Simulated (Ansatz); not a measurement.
# CH₃GeNS: single points with varied inputs

Aim: run CH₃GeNS under a spread of inputs, and see what each costs and gives.

Program: Ansatz 0.2.0, Gaussian basis. Level of theory: the settings change from run to run. These are calculated values, not measurements.

## Step 1: The molecule

The geometry comes from an earlier relaxation with PBE0-D4 in a triple-zeta def2 set; it is a stationary point, not always the lowest conformer.

SMILES `N#C[S][GeH3]`, 7 atoms, charge 0, spin multiplicity 1.

Atoms are counted from 1 here; the program's logs count them from 0.

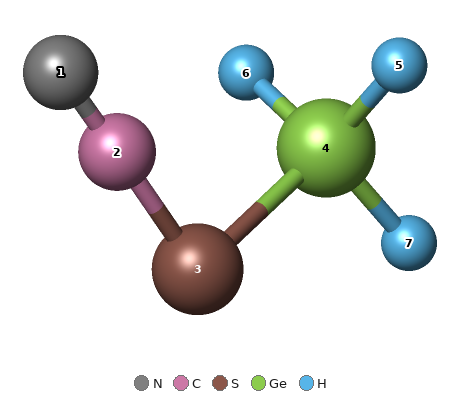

The structure; nitrogen grey, carbon pink, sulfur brown, germanium green, hydrogen blue; atoms are numbered from 1 in the order of the file.

## Step 2: r2SCAN/def2-mTZVPP

Options: multiplicity 3, a grid of angular degree 23, D3(BJ) dispersion, relativity set to none.

File in.yaml:

```yaml
crystal:
  periodic: [false, false, false]
  atoms:
    - {symbol: N, position_ang: [2.285835, -0.710878, 1.439442]}
    - {symbol: C, position_ang: [1.481547, -0.996849, 0.659884]}
    - {symbol: S, position_ang: [0.325626, -1.438808, -0.476620]}
    - {symbol: Ge, position_ang: [-0.832399, 0.501813, -0.413253]}
    - {symbol: H, position_ang: [0.115218, 1.625530, -0.835511]}
    - {symbol: H, position_ang: [-1.361381, 0.685149, 1.010032]}
    - {symbol: H, position_ang: [-1.953246, 0.265945, -1.429774]}
basis:
  gaussian: {orbitals: def2-mTZVPP, final_grid: {core_spheres: 8, valence_spheres: 7, degree: 23}}
magnetization: {spin_polarized: true, initial_magnetization: 2}
hamiltonian: {xc: {name: r2SCAN}, dispersion: d3bj, pseudopotentials: {relativity: none}}
```

Started as:

```bash
$ ansatz run in.yaml --threads 2 --pin off --events-out ev --progress --plain --max-ram 4352MiB
```

Standard output:

```text
Warning: the engine holds no damping parameters fitted to this dispersion correction and functional, so the run takes those fitted to r2scan beside the three-body term, which d3bj leaves out (hamiltonian.dispersion, under Limitations)
Functional definition: r2SCAN
  name "r2SCAN"
  cite "Furness, Kaplan, Ning, Perdew & Sun, J. Phys. Chem. Lett. 11, 8208 (2020) doi:10.1021/acs.jpclett.0c02405"
  cite "Furness, Kaplan, Ning, Perdew & Sun, J. Phys. Chem. Lett. 11, 9248 (2020) doi:10.1021/acs.jpclett.0c03077"
  parent r2scan
  parameter k0 = 0.174
  parameter k1 = 0.065
  parameter a1 = 4.9479
  exchange = r2scan_x(k0 = k0, k1 = k1, a1 = a1)
  correlation = r2scan_c
1103 factors; their error is unknown
mean field evaluation 1: about -69907.5319 eV, gradient 5.5e1 eV
mean field evaluation 2: about -69675.4341 eV, gradient 1.6e2 eV
mean field evaluation 4: about -69920.5763 eV, gradient 1.7e1 eV
mean field evaluation 8: about -69922.6664 eV, gradient 6.5e-1 eV
mean field evaluation 16: about -69922.6395 eV, gradient 2.7e-3 eV
mean field evaluation 32: about -69918.1094 eV, gradient 1.5e1 eV
mean field -69922.63946291 eV, -2569.6096049945 hartree, gradient 3.7e-5 eV, S^2 2.017709; 6 other end points of the search recorded, 0 dependent functions left out
reference -69922.63947547 eV, -2569.6096054562 hartree; 33, 31 occupied and 88, 90 virtual orbitals, 1103 factors
Total energy: -69922.68606770 eV, -2569.6113176893 hartree
```

Run time: 8 s. Hardware: 2 threads of AMD EPYC 7B13, shared host.

⟨S²⟩ 2.018.

## Step 3: PBEsol/aug-cc-pVDZ

Options: unrestricted orbitals.

Edit in.yaml of step 2 so:

```diff
@@ -11,4 +11,5 @@
 basis:
-  gaussian: {orbitals: def2-mTZVPP, final_grid: {core_spheres: 8, valence_spheres: 7, degree: 23}}
-magnetization: {spin_polarized: true, initial_magnetization: 2}
-hamiltonian: {xc: {name: r2SCAN}, dispersion: d3bj, pseudopotentials: {relativity: none}}
+  gaussian: {orbitals: aug-cc-pVDZ}
+magnetization: {spin_polarized: true, initial_magnetization: 0}
+hamiltonian: {xc: {name: PBEsol}}
+output: {forces: true}
```

The command is unchanged.

Standard output, cut to the lines that bear on the results:

```text
Functional definition: PBEsol
  name "PBEsol"
  cite "Perdew et al., Phys. Rev. Lett. 100, 136406 (2008) doi:10.1103/PhysRevLett.100.136406"
  cite "Perdew, Burke & Ernzerhof, Phys. Rev. Lett. 77, 3865 (1996) doi:10.1103/PhysRevLett.77.3865"
  parent pbesol
[...]
1425 factors; their error is unknown
[...]
mean field -69843.93393686 eV, -2566.7172302607 hartree, gradient 4.5e-5 eV, S^2 0.000000; 0 other end points of the search recorded, 0 dependent functions left out
[...]
reference -69843.93400099 eV, -2566.7172326175 hartree; 32, 32 occupied and 104, 104 virtual orbitals, 1425 factors
Total energy: -69843.93400099 eV, -2566.7172326175 hartree
Atom 0 at     2.285835    -0.710878     1.439442 Å, force     1.998719     0.687865     1.926277 eV/Å
Atom 1 at     1.481547    -0.996849     0.659884 Å, force    -1.620484    -0.535804    -1.550016 eV/Å
Atom 2 at     0.325626    -1.438808    -0.476620 Å, force    -0.259873    -0.338237    -0.376615 eV/Å
Atom 3 at    -0.832399     0.501813    -0.413253 Å, force    -0.058055     0.087133    -0.001701 eV/Å
Atom 4 at     0.115218     1.625530    -0.835511 Å, force     0.144596     0.138860    -0.060529 eV/Å
Atom 5 at    -1.361381     0.685149     1.010032 Å, force    -0.062835     0.006572     0.199566 eV/Å
Atom 6 at    -1.953246     0.265945    -1.429774 Å, force    -0.142068    -0.046389    -0.136982 eV/Å
Dipole moment:    -0.740763     0.227570    -0.470715 e Å
```

Wall time 4.2 s (2 threads of AMD EPYC 7B13, shared host).

Largest force 2.860 eV/Å, dipole 4.36 D, ⟨S²⟩ 0.000.

## Step 4: MP2/def2-TZVPP

Set apart from the defaults: charge +1, multiplicity 2, a point charge of 0.50 e beside it.

Edit in.yaml of step 3 so:

```diff
@@ -11,5 +11,6 @@
 basis:
-  gaussian: {orbitals: aug-cc-pVDZ}
-magnetization: {spin_polarized: true, initial_magnetization: 0}
-hamiltonian: {xc: {name: PBEsol}}
-output: {forces: true}
+  gaussian: {orbitals: def2-TZVPP, point_charges: [{charge: 0.50, position_ang: [4.872, -0.047, 0.080]}]}
+total_charge: 1
+magnetization: {spin_polarized: true, initial_magnetization: 1}
+hamiltonian: {xc: {name: HF}}
+correlation: {method: mp2}
```

Launched as before.

Standard output, cut to the lines that bear on the results:

```text
Functional definition: HF
  name "HF"
  cite "Fock, Z. Phys. 61, 126 (1930) doi:10.1007/BF01340294"
  parent pbe
[...]
1182 factors; integrals over basis functions are off by at most 7.3e-4 eV
[...]
mean field -69841.40879351 eV, -2566.6244329544 hartree, gradient 2.0e-6 eV, S^2 0.961784; 5 other end points of the search recorded, 0 dependent functions left out
16 core orbitals not correlated: weight in the atoms' cores, before any rotation towards them, 1.000 or more for the frozen orbitals, at most 0.000 for the correlated occupied ones
reference -69841.40879351 eV, -2566.6244329544 hartree; 16, 15 occupied and 162, 163 virtual orbitals, 1182 factors
second order -19.31843472 eV of doubles, -0.00000000 eV of singles
Total energy: -69860.72722823 eV, -2567.3343723358 hartree
```

Run time: 15 s. Hardware: 2 threads of AMD EPYC 7B13, shared host; peak memory 0.57 GiB.

⟨S²⟩ 0.962. The spin excess of 0.21 shows a contaminated determinant.

## Step 5: B2PLYP/def2-mTZVPP

Options: high accuracy.

Edit in.yaml of step 4 so:

```diff
@@ -11,6 +11,5 @@
 basis:
-  gaussian: {orbitals: def2-TZVPP, point_charges: [{charge: 0.50, position_ang: [4.872, -0.047, 0.080]}]}
-total_charge: 1
-magnetization: {spin_polarized: true, initial_magnetization: 1}
-hamiltonian: {xc: {name: HF}}
-correlation: {method: mp2}
+  gaussian: {orbitals: def2-mTZVPP}
+hamiltonian: {xc: {name: B2PLYP}}
+accuracy: high
+output: {forces: true}
```

Launched as before.

Standard output, cut to the lines that bear on the results:

```text
Functional definition: B2PLYP
  name "B2PLYP"
  cite "Grimme, J. Chem. Phys. 124, 034108 (2006) doi:10.1063/1.2148954"
  cite "Becke, Phys. Rev. A 38, 3098 (1988) doi:10.1103/PhysRevA.38.3098"
  cite "Lee, Yang & Parr, Phys. Rev. B 37, 785 (1988) doi:10.1103/PhysRevB.37.785"
[...]
2335 factors; integrals over basis functions are off by at most 5.8e-9 eV
[...]
mean field -69907.55722651 eV, -2569.0553430300 hartree, gradient 1.6e-8 eV, S^2 0.000000; 0 other end points of the search recorded, 0 dependent functions left out
16 core orbitals not correlated: weight in the atoms' cores, before any rotation towards them, 1.000 or more for the frozen orbitals, at most 0.000 for the correlated occupied ones
reference -69907.55725182 eV, -2569.0553439601 hartree; 16, 16 occupied and 89, 89 virtual orbitals, 2335 factors
second order -22.76897755 eV of doubles, -0.00000000 eV of singles
[...]
Total energy: -69913.70487576 eV, -2569.2812649728 hartree
Atom 0 at     2.285835    -0.710878     1.439442 Å, force     0.724348     0.251965     0.699802 eV/Å
Atom 1 at     1.481547    -0.996849     0.659884 Å, force    -0.249615    -0.128433    -0.261607 eV/Å
Atom 2 at     0.325626    -1.438808    -0.476620 Å, force    -0.306088    -0.342697    -0.415352 eV/Å
Atom 3 at    -0.832399     0.501813    -0.413253 Å, force    -0.225388     0.298939    -0.027523 eV/Å
Atom 4 at     0.115218     1.625530    -0.835511 Å, force    -0.102146    -0.105155     0.047528 eV/Å
Atom 5 at    -1.361381     0.685149     1.010032 Å, force     0.052471    -0.006987    -0.144830 eV/Å
Atom 6 at    -1.953246     0.265945    -1.429774 Å, force     0.106419     0.032368     0.101982 eV/Å
Dipole moment:    -0.759975     0.250918    -0.474097 e Å
```

It took 19 s on 2 threads of AMD EPYC 7B13, shared host; peak memory 0.62 GiB.

Largest force 1.038 eV/Å, dipole 4.47 D.

## Step 6: r2SCAN/def2-TZVP

Set apart from the defaults: finite nuclei, high accuracy.

Edit in.yaml of step 5 so:

```diff
@@ -11,4 +11,4 @@
 basis:
-  gaussian: {orbitals: def2-mTZVPP}
-hamiltonian: {xc: {name: B2PLYP}}
+  gaussian: {orbitals: def2-TZVP, nuclear_model: gaussian}
+hamiltonian: {xc: {name: r2SCAN}}
 accuracy: high
```

Launched as before.

Standard output, cut to the lines that bear on the results:

```text
Functional definition: r2SCAN
  name "r2SCAN"
  cite "Furness, Kaplan, Ning, Perdew & Sun, J. Phys. Chem. Lett. 11, 8208 (2020) doi:10.1021/acs.jpclett.0c02405"
  cite "Furness, Kaplan, Ning, Perdew & Sun, J. Phys. Chem. Lett. 11, 9248 (2020) doi:10.1021/acs.jpclett.0c03077"
  parent r2scan
[...]
2778 factors; integrals over basis functions are off by at most 8.1e-9 eV
[...]
mean field -69927.70160157 eV, -2569.7956351590 hartree, gradient 7.2e-8 eV, S^2 0.000000; 0 other end points of the search recorded, 0 dependent functions left out
[...]
reference -69927.70160233 eV, -2569.7956351871 hartree; 32, 32 occupied and 133, 133 virtual orbitals, 2778 factors
Total energy: -69927.70160233 eV, -2569.7956351871 hartree
Atom 0 at     2.285835    -0.710878     1.439442 Å, force     0.487981     0.163815     0.468650 eV/Å
Atom 1 at     1.481547    -0.996849     0.659884 Å, force    -0.515998    -0.168821    -0.492606 eV/Å
Atom 2 at     0.325626    -1.438808    -0.476620 Å, force     0.045007    -0.019865     0.024932 eV/Å
Atom 3 at    -0.832399     0.501813    -0.413253 Å, force    -0.043461     0.054829    -0.006994 eV/Å
Atom 4 at     0.115218     1.625530    -0.835511 Å, force    -0.032295    -0.036781     0.017121 eV/Å
Atom 5 at    -1.361381     0.685149     1.010032 Å, force     0.020284    -0.003578    -0.047572 eV/Å
Atom 6 at    -1.953246     0.265945    -1.429774 Å, force     0.038482     0.010401     0.036469 eV/Å
Dipole moment:    -0.741499     0.224441    -0.472853 e Å
```

Wall time 14 s (2 threads of AMD EPYC 7B13, shared host); peak memory 0.63 GiB.

Largest force 0.733 eV/Å, dipole 4.36 D.

## Step 7: B3LYP/STO-3G

Set apart from the defaults: D4 dispersion, the search for lower states set to full.

Edit in.yaml of step 6 so:

```diff
@@ -11,5 +11,5 @@
 basis:
-  gaussian: {orbitals: def2-TZVP, nuclear_model: gaussian}
-hamiltonian: {xc: {name: r2SCAN}}
-accuracy: high
+  gaussian: {orbitals: STO-3G}
+hamiltonian: {xc: {name: B3LYP}, dispersion: d4}
+scf: {lower_state_search: full}
 output: {forces: true}
```

The command is unchanged.

Standard output, cut to the lines that bear on the results:

```text
Functional definition: B3LYP
  name "B3LYP"
  cite "Stephens, Devlin, Chabalowski & Frisch, J. Phys. Chem. 98, 11623 (1994) doi:10.1021/j100096a001"
  cite "Becke, Phys. Rev. A 38, 3098 (1988) doi:10.1103/PhysRevA.38.3098"
  cite "Lee, Yang & Parr, Phys. Rev. B 37, 785 (1988) doi:10.1103/PhysRevB.37.785"
  cite "Vosko, Wilk & Nusair, Can. J. Phys. 58, 1200 (1980) doi:10.1139/p80-159"
[...]
456 factors; integrals over basis functions are off by at most 2.8e-5 eV
[...]
mean field -69124.65296178 eV, -2540.2841419730 hartree, gradient 1.3e-5 eV, S^2 0.000000; 0 other end points of the search recorded, 0 dependent functions left out
[...]
reference -69124.65311867 eV, -2540.2841477382 hartree; 32, 32 occupied and 8, 8 virtual orbitals, 456 factors
Total energy: -69124.92654339 eV, -2540.2941959115 hartree
Atom 0 at     2.285835    -0.710878     1.439442 Å, force     4.319631     1.463532     4.150921 eV/Å
Atom 1 at     1.481547    -0.996849     0.659884 Å, force    -3.254646    -1.081276    -3.116078 eV/Å
Atom 2 at     0.325626    -1.438808    -0.476620 Å, force    -1.301792     0.117189    -0.969322 eV/Å
Atom 3 at    -0.832399     0.501813    -0.413253 Å, force    -0.731183     0.900688    -0.126292 eV/Å
Atom 4 at     0.115218     1.625530    -0.835511 Å, force    -1.405416    -1.593027     0.613178 eV/Å
Atom 5 at    -1.361381     0.685149     1.010032 Å, force     0.742715    -0.226017    -2.069975 eV/Å
Atom 6 at    -1.953246     0.265945    -1.429774 Å, force     1.630690     0.418911     1.517568 eV/Å
Dipole moment:    -0.658083     0.160927    -0.438907 e Å
```

It took 0.75 s on 2 threads of AMD EPYC 7B13, shared host.

Largest force 6.167 eV/Å, dipole 3.88 D.

## Step 8: rPW86-PBE/aug-pcseg-2

This run has atoms shaken by 0.08 Å.

File in.yaml:

```yaml
crystal:
  periodic: [false, false, false]
  atoms:
    - {symbol: N, position_ang: [2.123235, -0.750373, 1.434057]}
    - {symbol: C, position_ang: [1.500570, -1.022851, 0.680818]}
    - {symbol: S, position_ang: [0.372943, -1.467230, -0.495006]}
    - {symbol: Ge, position_ang: [-0.710229, 0.426578, -0.347856]}
    - {symbol: H, position_ang: [0.075995, 1.617024, -0.840976]}
    - {symbol: H, position_ang: [-1.493445, 0.644284, 1.074061]}
    - {symbol: H, position_ang: [-1.955956, 0.194715, -1.381696]}
basis:
  gaussian: {orbitals: aug-pcseg-2}
hamiltonian: {xc: {name: rPW86-PBE}}
```

The command is unchanged.

Standard output:

```text
Functional definition: rPW86-PBE
  name "rPW86-PBE"
  cite "Murray, Lee & Langreth, J. Chem. Theory Comput. 5, 2754 (2009) doi:10.1021/ct900365q"
  cite "Perdew, Burke & Ernzerhof, Phys. Rev. Lett. 77, 3865 (1996) doi:10.1103/PhysRevLett.77.3865"
  parent pbe
  exchange = rpw86_x
  correlation = pbe_c
1326 factors; their error is unknown
mean field evaluation 1: about -69953.8015 eV, gradient 8.2e1 eV
mean field evaluation 2: about -69793.0909 eV, gradient 2.1e2 eV
mean field evaluation 4: about -69965.0707 eV, gradient 3.3e1 eV
mean field evaluation 8: about -69967.2309 eV, gradient 3.3e-1 eV
mean field evaluation 16: about -69967.1764 eV, gradient 2.9e-4 eV
mean field -69967.17635757 eV, -2571.2463056854 hartree, gradient 7.4e-5 eV, S^2 0.000000; 0 other end points of the search recorded, 0 dependent functions left out
reference -69967.17650909 eV, -2571.2463112533 hartree; 32, 32 occupied and 238, 238 virtual orbitals, 1326 factors
Total energy: -69967.17650909 eV, -2571.2463112533 hartree
```

Run time: 11 s. Hardware: 2 threads of AMD EPYC 7B13, shared host; peak memory 0.44 GiB.

## Step 9: B3LYP/ANO-RCC-VTZP

Options: D3(BJ) dispersion.

File in.yaml:

```yaml
crystal:
  periodic: [false, false, false]
  atoms:
    - {symbol: N, position_ang: [2.285835, -0.710878, 1.439442]}
    - {symbol: C, position_ang: [1.481547, -0.996849, 0.659884]}
    - {symbol: S, position_ang: [0.325626, -1.438808, -0.476620]}
    - {symbol: Ge, position_ang: [-0.832399, 0.501813, -0.413253]}
    - {symbol: H, position_ang: [0.115218, 1.625530, -0.835511]}
    - {symbol: H, position_ang: [-1.361381, 0.685149, 1.010032]}
    - {symbol: H, position_ang: [-1.953246, 0.265945, -1.429774]}
basis:
  gaussian: {orbitals: ANO-RCC-VTZP}
hamiltonian: {xc: {name: B3LYP}, dispersion: d3bj}
output: {forces: true}
```

Launched as before.

Standard output, cut to the lines that bear on the results:

```text
Functional definition: B3LYP
  name "B3LYP"
  cite "Stephens, Devlin, Chabalowski & Frisch, J. Phys. Chem. 98, 11623 (1994) doi:10.1021/j100096a001"
  cite "Becke, Phys. Rev. A 38, 3098 (1988) doi:10.1103/PhysRevA.38.3098"
  cite "Lee, Yang & Parr, Phys. Rev. B 37, 785 (1988) doi:10.1103/PhysRevB.37.785"
  cite "Vosko, Wilk & Nusair, Can. J. Phys. 58, 1200 (1980) doi:10.1139/p80-159"
[...]
1483 factors; their error is unknown
[...]
mean field -70557.19507446 eV, -2592.9290936019 hartree, gradient 4.0e-5 eV, S^2 0.000000; 0 other end points of the search recorded, 0 dependent functions left out
[...]
reference -70557.19539830 eV, -2592.9291055026 hartree; 32, 32 occupied and 147, 147 virtual orbitals, 1483 factors
Total energy: -70557.51358230 eV, -2592.9407985492 hartree
Relativity: scalar
Atom 0 at     2.285835    -0.710878     1.439442 Å, force     0.004724     0.005891     0.007269 eV/Å
Atom 1 at     1.481547    -0.996849     0.659884 Å, force     0.215382     0.045930     0.193516 eV/Å
Atom 2 at     0.325626    -1.438808    -0.476620 Å, force    -0.072905    -0.260464    -0.189547 eV/Å
Atom 3 at    -0.832399     0.501813    -0.413253 Å, force    -0.218265     0.313914    -0.014573 eV/Å
Atom 4 at     0.115218     1.625530    -0.835511 Å, force    -0.086326    -0.109826     0.044183 eV/Å
Atom 5 at    -1.361381     0.685149     1.010032 Å, force     0.056781    -0.018928    -0.133644 eV/Å
Atom 6 at    -1.953246     0.265945    -1.429774 Å, force     0.100609     0.023484     0.092797 eV/Å
Dipole moment:    -0.751045     0.225052    -0.480087 e Å
```

Run time: 9 s. Hardware: 2 threads of AMD EPYC 7B13, shared host; peak memory 0.63 GiB.

Largest force 0.383 eV/Å, dipole 4.42 D.

## Step 10: revPBE0/cc-pVDZ

Options: D3(BJ) with three-body dispersion.

Edit in.yaml of step 9 so:

```diff
@@ -11,4 +11,3 @@
 basis:
-  gaussian: {orbitals: ANO-RCC-VTZP}
-hamiltonian: {xc: {name: B3LYP}, dispersion: d3bj}
-output: {forces: true}
+  gaussian: {orbitals: cc-pVDZ}
+hamiltonian: {xc: {name: revPBE0}, dispersion: d3bjatm}
```

Same command.

Standard output, cut to the lines that bear on the results:

```text
Functional definition: revPBE0
  name "revPBE0"
  cite "Zhang & Yang, Phys. Rev. Lett. 80, 890 (1998) doi:10.1103/PhysRevLett.80.890"
  cite "Adamo & Barone, J. Chem. Phys. 110, 6158 (1999) doi:10.1063/1.478522"
  cite "Perdew, Burke & Ernzerhof, Phys. Rev. Lett. 77, 3865 (1996) doi:10.1103/PhysRevLett.77.3865"
[...]
920 factors; integrals over basis functions are off by at most 9.8e-4 eV
[...]
mean field -69921.44350570 eV, -2569.5656543779 hartree, gradient 7.8e-5 eV, S^2 0.000000; 0 other end points of the search recorded, 0 dependent functions left out
reference -69921.44353483 eV, -2569.5656554482 hartree; 32, 32 occupied and 56, 56 virtual orbitals, 920 factors
Total energy: -69921.80600387 eV, -2569.5789759399 hartree
```

It took 1.4 s on 2 threads of AMD EPYC 7B13, shared host.

## Step 11: The runs in one table

```csv
level,charge,multiplicity,geometry,functions,energy (eV),time
r2SCAN/def2-mTZVPP,0,3,relaxed,121,-69922.686,8 s
PBEsol/aug-cc-pVDZ,0,1,relaxed,136,-69843.934,4.2 s
MP2/def2-TZVPP,1,2,"relaxed, point charge",194,-69860.727,15 s
B2PLYP/def2-mTZVPP,0,1,relaxed,121,-69913.705,19 s
r2SCAN/def2-TZVP,0,1,relaxed,165,-69927.702,14 s
B3LYP/STO-3G,0,1,relaxed,40,-69124.927,0.75 s
rPW86-PBE/aug-pcseg-2,0,1,shaken,270,-69967.177,11 s
B3LYP/ANO-RCC-VTZP,0,1,relaxed,179,-70557.514,9 s
revPBE0/cc-pVDZ,0,1,relaxed,88,-69921.806,1.4 s
```

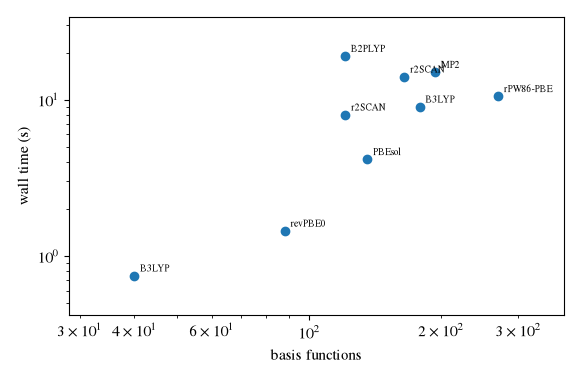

Wall time against the number of basis functions (shared host).

## Step 12: Outcome

```
                                         quantity                     value
                                             runs                         9
                                         quickest      B3LYP/STO-3G, 0.75 s
                                          slowest  B2PLYP/def2-mTZVPP, 19 s
spread of total energies, same state and geometry                 1432.6 eV
                  dipole, same state and geometry            3.88 to 4.47 D
```

**Reading.** Run time spans a factor of 25, from B3LYP/STO-3G to B2PLYP/def2-mTZVPP. The jobs differ in tasks and options as well as level. Total energies at one charge and spin differ by 1433 eV between levels, so only differences within one level mean anything. Some of these runs are scalar-relativistic and others not, which shifts the totals of all-electron atoms past neon by eV; core potentials, where a basis has them, take the core out of the total altogether. At the PBE0-D4/def2-TZVP geometry and in the same state, runs without warnings or point charges leave forces up to 6.17 eV/Å (B3LYP/STO-3G). At that geometry and state the dipole changes by 15 % between the lowest and highest value.
